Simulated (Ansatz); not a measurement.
# Geometry relaxation of CH5Cl2NOSi (part 1 of 2)

CH5Cl2NOSi, computed with RKS PBE0-D4/def2-SVP (Ansatz 0.2.0).

It belongs to a series of runs on one base structure; here: start relaxed.

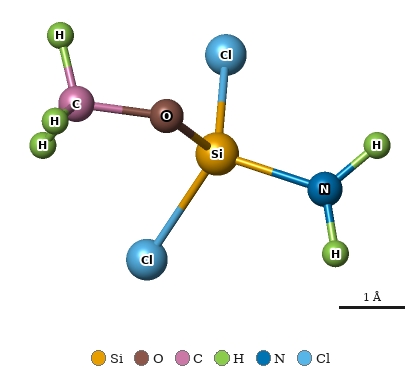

The starting structure (ball-and-stick view, seen at a tilt). Bond lengths as drawn: Cl–Si 2.13 Å, C–H 1.11 Å, C–O 1.42 Å, H–N 1.06 Å, N–Si 1.82 Å and O–Si 1.68 Å.

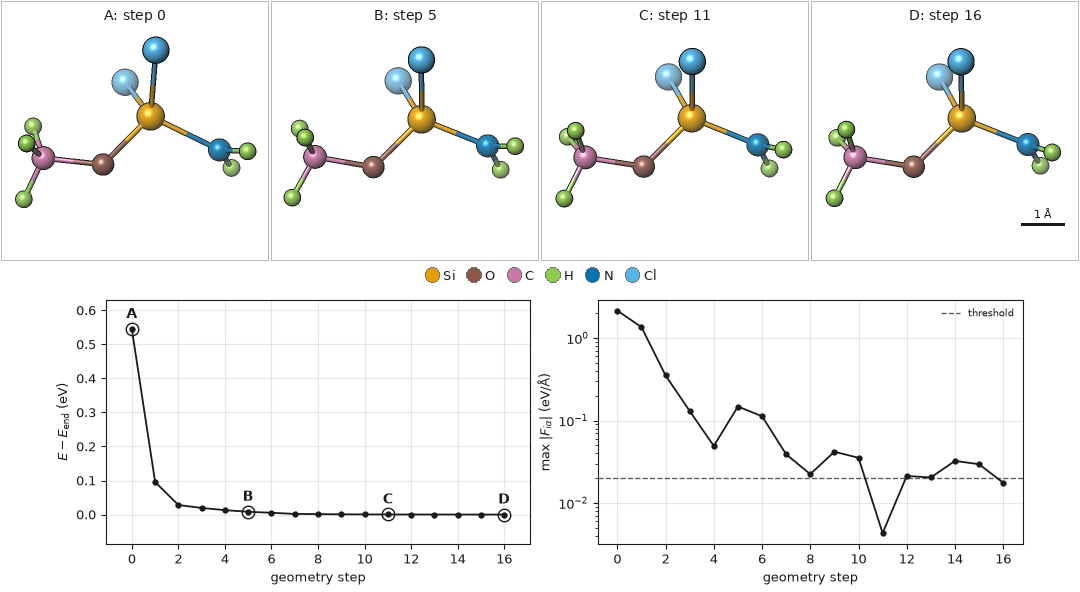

Frames of the relaxation (ball-and-stick view, seen at a tilt) above the curves, on which the letters mark them (the first geometry is step 0 here and step 1 in the log).

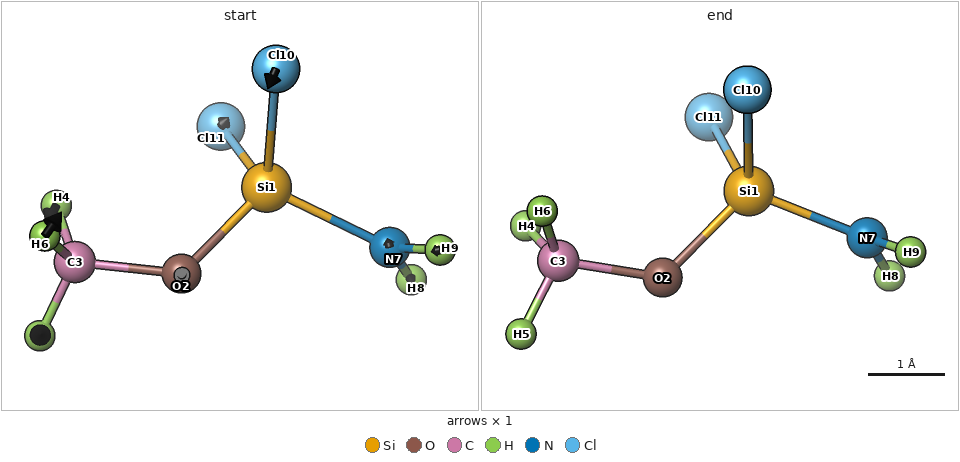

Before (left) and after (right) the relaxation, at one scale (ball-and-stick view, seen at a tilt). The black arrows give the displacements, at true length. The energy falls by 0.545 eV in 16 geometry steps. Largest force component: 2.2 eV/Å at the start, 0.018 eV/Å at the end. The atom that moves furthest after the best rigid fit is H6 (0.42 Å). Largest moves by element: H 0.42 Å, Cl 0.31 Å, O 0.26 Å, N 0.13 Å, Si 0.07 Å, C 0.06 Å. Among the contacts that change: Si1–N7 1.820 → 1.689 Å, Si1–Cl10 2.128 → 2.058 Å, N7–H8 1.060 → 1.013 Å, Si1–O2 1.680 → 1.641 Å. Among the angles that change: H8–N7–H9 120.0° → 113.5°, O2–Si1–N7 109.5° → 113.8°. (Atoms are counted from 1 in the order of the input.)

The input that produced these results follows, with the program's output.

Input file
```yaml
crystal:
  periodic: [false, false, false]
  atoms:
    - { symbol: Si, position_ang: [0.0, 0.0, 0.0] }
    - { symbol: O, position_ang: [0.0, 0.0, 1.68] }
    - { symbol: C, position_ang: [-1.1112, -0.3437, 2.4945] }
    - { symbol: H, position_ang: [-1.814, -0.9775, 1.9143] }
    - { symbol: H, position_ang: [-0.7584, -0.9037, 3.3856] }
    - { symbol: H, position_ang: [-1.6313, 0.5809, 2.8212] }
    - { symbol: "N", position_ang: [1.7163, 0.0, -0.6061] }
    - { symbol: H, position_ang: [2.2145, -0.918, -0.7868] }
    - { symbol: H, position_ang: [2.2175, 0.918, -0.7783] }
    - { symbol: Cl, position_ang: [-1.0032, 1.7381, -0.7093] }
    - { symbol: Cl, position_ang: [-1.0032, -1.7381, -0.7093] }
basis:
  gaussian: { orbitals: def2-SVP }
hamiltonian:
  xc: pbe0
  dispersion: d4
relax:
  f_tol: 0.02
  max_steps: 40
```

Launched with:
```bash
ansatz run input.yaml --threads 2 --pin off --max-ram 3072MiB --backend cpu --events-out ev --progress --plain --runs-dir out
```

Log
```
The last accepted step is kept in [file] (removed where the run ends without a failure and the disk answers)
Engine: ansatz 0.2.0, aarch64-unknown-linux-gnu
Functional definition: PBE0
  parameter a = 0.25
  parameter kappa = 0.804
  parameter beta = 0.06672455060314922
  exchange = (1 - a)*pbe_x(kappa = kappa, mu = beta*pi^2/3) + a*exact_x
  correlation = pbe_c(beta = beta)
1255 factors; integrals over basis functions are off by at most 5.0e-4 eV
mean field evaluation 1: about -37544.5159 eV, gradient 6.1e1 eV
mean field evaluation 2: about -37533.1746 eV, gradient 9.4e1 eV
mean field evaluation 4: about -37552.1146 eV, gradient 4.5e0 eV
mean field evaluation 8: about -37552.1703 eV, gradient 7.2e-2 eV
mean field evaluation 16: about -37552.1703 eV, gradient 4.3e-5 eV
mean field -37552.17033922 eV, -1380.0168061911 hartree, gradient 4.3e-5 eV, S^2 0.000000; 0 other end points of the search recorded, 0 dependent functions left out
the calculation of the forces begins
reference -37552.17036622 eV, -1380.0168071832 hartree; 37, 37 occupied and 84, 84 virtual orbitals, 1255 factors
relax step   1: F+E_penalty+E_count = -37552.44617970 eV  Δ(F+E_penalty+E_count) = +0.000e0 eV  max|allowed force component| = 2.158e0 eV/Å  Δτ_max = 0.0000 Å  (26 SCF iters, accepted)
these checks for a lower state are left out or cut short: starts, cluster_reference, orbital_swaps, neighbouring_geometries, increment
1255 factors; integrals over basis functions are off by at most 4.7e-4 eV
mean field -37552.61316935 eV, -1380.0330798981 hartree, gradient 1.8e-5 eV, S^2 0.000000; 0 other end points of the search recorded, 0 dependent functions left out
[... from here on the field's lines of each further geometry are left out, up to the last ...]
relax step   2: F+E_penalty+E_count = -37552.89523629 eV  Δ(F+E_penalty+E_count) = -4.491e-1 eV  max|allowed force component| = 1.362e0 eV/Å  Δτ_max = 0.1108 Å  (29 SCF iters, accepted)
relax step   3: F+E_penalty+E_count = -37552.96274378 eV  Δ(F+E_penalty+E_count) = -6.751e-2 eV  max|allowed force component| = 3.532e-1 eV/Å  Δτ_max = 0.0597 Å  (29 SCF iters, accepted)
relax step   4: F+E_penalty+E_count = -37552.97131013 eV  Δ(F+E_penalty+E_count) = -8.566e-3 eV  max|allowed force component| = 1.308e-1 eV/Å  Δτ_max = 0.0240 Å  (29 SCF iters, accepted)
relax step   5: F+E_penalty+E_count = -37552.97781797 eV  Δ(F+E_penalty+E_count) = -6.508e-3 eV  max|allowed force component| = 4.927e-2 eV/Å  Δτ_max = 0.0575 Å  (25 SCF iters, accepted)
relax step   6: F+E_penalty+E_count = -37552.98268522 eV  Δ(F+E_penalty+E_count) = -4.867e-3 eV  max|allowed force component| = 1.482e-1 eV/Å  Δτ_max = 0.0941 Å  (28 SCF iters, accepted)
relax step   7: F+E_penalty+E_count = -37552.98546742 eV  Δ(F+E_penalty+E_count) = -2.782e-3 eV  max|allowed force component| = 1.130e-1 eV/Å  Δτ_max = 0.0376 Å  (25 SCF iters, accepted)
relax step   8: F+E_penalty+E_count = -37552.98894419 eV  Δ(F+E_penalty+E_count) = -3.477e-3 eV  max|allowed force component| = 3.904e-2 eV/Å  Δτ_max = 0.0835 Å  (28 SCF iters, accepted)
relax step   9: F+E_penalty+E_count = -37552.98945818 eV  Δ(F+E_penalty+E_count) = -5.140e-4 eV  max|allowed force component| = 2.242e-2 eV/Å  Δτ_max = 0.0596 Å  (29 SCF iters, accepted)
relax step  10: F+E_penalty+E_count = -37552.99010745 eV  Δ(F+E_penalty+E_count) = -6.493e-4 eV  max|allowed force component| = 4.197e-2 eV/Å  Δτ_max = 0.0442 Å  (28 SCF iters, accepted)
relax step  11: F+E_penalty+E_count = -37552.99031239 eV  Δ(F+E_penalty+E_count) = -2.049e-4 eV  max|allowed force component| = 3.539e-2 eV/Å  Δτ_max = 0.0177 Å  (29 SCF iters, accepted)
relax step  12: F+E_penalty+E_count = -37552.99054086 eV  Δ(F+E_penalty+E_count) = -2.285e-4 eV  max|allowed force component| = 4.322e-3 eV/Å  Δτ_max = 0.0139 Å  (29 SCF iters, accepted)
relax step  13: F+E_penalty+E_count = -37552.99061341 eV  Δ(F+E_penalty+E_count) = -7.255e-5 eV  max|allowed force component| = 2.132e-2 eV/Å  Δτ_max = 0.0221 Å  (29 SCF iters, accepted)
relax step  14: F+E_penalty+E_count = -37552.99065109 eV  Δ(F+E_penalty+E_count) = -3.768e-5 eV  max|allowed force component| = 2.044e-2 eV/Å  Δτ_max = 0.0125 Å  (23 SCF iters, accepted)
relax step  15: F+E_penalty+E_count = -37552.99069183 eV  Δ(F+E_penalty+E_count) = -4.074e-5 eV  max|allowed force component| = 3.246e-2 eV/Å  Δτ_max = 0.0270 Å  (26 SCF iters, accepted)
relax step  16: F+E_penalty+E_count = -37552.99072763 eV  Δ(F+E_penalty+E_count) = -3.581e-5 eV  max|allowed force component| = 2.958e-2 eV/Å  Δτ_max = 0.0095 Å  (23 SCF iters, accepted)
the calculation of the forces begins
reference -37552.70621531 eV, -1380.0364992743 hartree; 37, 37 occupied and 84, 84 virtual orbitals, 1255 factors
relax step  17: F+E_penalty+E_count = -37552.99077319 eV  Δ(F+E_penalty+E_count) = -4.555e-5 eV  max|allowed force component| = 1.763e-2 eV/Å  Δτ_max = 0.0068 Å  (24 SCF iters, accepted)
1255 factors; integrals over basis functions are off by at most 4.5e-4 eV
mean field evaluation 128: about -37552.7060 eV, gradient 2.5e-1 eV
mean field -37552.70618942 eV, -1380.0364983226 hartree, gradient 1.0e-5 eV, S^2 0.000000; 1 other end points of the search recorded, 0 dependent functions left out
the calculation of the forces begins
reference -37552.70621531 eV, -1380.0364992743 hartree; 37, 37 occupied and 84, 84 virtual orbitals, 1255 factors
Total energy: -37552.99079909 eV, -1380.0469575350 hartree
Atom 0 at     0.055262    -0.040748     0.000156 Å, force    -0.001448    -0.002095    -0.002644 eV/Å
Atom 1 at     0.045476    -0.257097     1.626563 Å, force    -0.003181     0.002290    -0.003231 eV/Å
Atom 2 at    -1.094403    -0.358592     2.442501 Å, force    -0.001097     0.001110     0.000489 eV/Å
Atom 3 at    -1.729714    -1.209239     2.141065 Å, force     0.000827     0.002515     0.001263 eV/Å
Atom 4 at    -0.766094    -0.515870     3.479929 Å, force    -0.000502    -0.000565    -0.000672 eV/Å
Atom 5 at    -1.700520     0.562942     2.401560 Å, force     0.002628    -0.003344    -0.000433 eV/Å
Atom 6 at     1.604436     0.002471    -0.671168 Å, force     0.011162    -0.001651     0.000913 eV/Å
Atom 7 at     2.163622    -0.834764    -0.779262 Å, force    -0.007318     0.017634     0.001141 eV/Å
Atom 8 at     2.149481     0.855665    -0.679818 Å, force    -0.003717    -0.016405    -0.000739 eV/Å
Atom 9 at    -0.887267     1.740765    -0.418152 Å, force    -0.000130     0.000478     0.002575 eV/Å
Atom 10 at    -1.013279    -1.589535    -0.837575 Å, force     0.002776     0.000034     0.001338 eV/Å
Dipole moment:     0.329678    -0.033054     0.193430 e Å
```

Trajectory as extended XYZ (Å, eV, eV/Å), 17 frames, from step=1 to step=17
```
11
Properties=species:S:1:pos:R:3:forces:R:3 step=1 energy=-37552.44618
Si    0.0000    0.0000    0.0000    2.1580   0.1241  -0.4211
O     0.0000    0.0000    1.6800   -0.2839  -0.2416  -1.0893
C    -1.1112   -0.3437    2.4945    0.0188   0.1403  -0.3453
H    -1.8140   -0.9775    1.9143    0.0128   0.0819   0.3730
H    -0.7584   -0.9037    3.3856   -0.0586   0.1898  -0.3027
H    -1.6313    0.5809    2.8212    0.0638  -0.2833  -0.0152
N     1.7163    0.0000   -0.6061   -1.5965   0.0473   0.3976
H     2.2145   -0.9180   -0.7868   -0.7475   1.9034   0.2799
H     2.2175    0.9180   -0.7783   -0.7544  -1.9062   0.2296
Cl   -1.0032    1.7381   -0.7093    0.6151  -1.0957   0.4376
Cl   -1.0032   -1.7381   -0.7093    0.5725   1.0400   0.4559
11
Properties=species:S:1:pos:R:3:forces:R:3 step=2 energy=-37552.89524
Si    0.0548   -0.0073    0.0209    1.3621   0.0111   0.0281
O     0.0151   -0.0514    1.6805   -0.3010  -0.1116  -0.5599
C    -1.1248   -0.3433    2.4709    0.2621   0.0912  -0.0892
H    -1.8546   -0.9734    1.9307    0.0543   0.0542   0.0410
H    -0.7909   -0.8907    3.3677   -0.0344   0.0558  -0.0553
H    -1.6191    0.5906    2.7911    0.0028  -0.0653  -0.0397
N     1.6807    0.0117   -0.6044   -1.2945   0.0141   0.4578
H     2.1775   -0.8577   -0.8024   -0.0698   0.5076   0.0610
H     2.1546    0.8901   -0.8218   -0.1036  -0.5401   0.0413
Cl   -0.9294    1.6702   -0.6622    0.0584  -0.0671   0.1031
Cl   -0.9370   -1.6828   -0.6651    0.0635   0.0501   0.0118
11
Properties=species:S:1:pos:R:3:forces:R:3 step=3 energy=-37552.96274
Si    0.0639   -0.0219    0.0110   -0.1047   0.0281   0.3532
O     0.0261   -0.0795    1.6542   -0.2153  -0.1300  -0.0853
C    -1.1081   -0.3376    2.4518    0.1671   0.0511  -0.0390
H    -1.8456   -0.9696    1.9293   -0.0047  -0.0085   0.0000
H    -0.7812   -0.8677    3.3586   -0.0153   0.0195   0.0212
H    -1.5952    0.6048    2.7502   -0.0193   0.0111  -0.0081
N     1.6272    0.0096   -0.5939    0.0360  -0.0585  -0.0839
H     2.1547   -0.8358   -0.7518    0.1606  -0.0084  -0.0297
H     2.1042    0.8718   -0.8036    0.1620   0.0752  -0.0670
Cl   -0.9086    1.6763   -0.6113   -0.0912   0.0603  -0.0289
Cl   -0.9104   -1.6946   -0.6887   -0.0751  -0.0399  -0.0325
11
Properties=species:S:1:pos:R:3:forces:R:3 step=4 energy=-37552.97131
Si    0.0686   -0.0263    0.0144   -0.0623   0.0221   0.1308
O     0.0267   -0.1027    1.6540   -0.0979  -0.0859  -0.0545
C    -1.1085   -0.3386    2.4529    0.0855   0.0429  -0.0082
H    -1.8514   -0.9713    1.9387    0.0010  -0.0092  -0.0027
H    -0.7898   -0.8574    3.3693   -0.0013   0.0198   0.0089
H    -1.5887    0.6124    2.7362   -0.0144   0.0050  -0.0110
N     1.6356    0.0113   -0.6010   -0.0900  -0.0170  -0.0169
H     2.1760   -0.8290   -0.7498    0.0974   0.0080  -0.0085
H     2.1142    0.8752   -0.8104    0.0789   0.0169  -0.0332
Cl   -0.9274    1.6666   -0.6000    0.0050   0.0192   0.0123
Cl   -0.9284   -1.6841   -0.6986   -0.0019  -0.0219  -0.0171
```
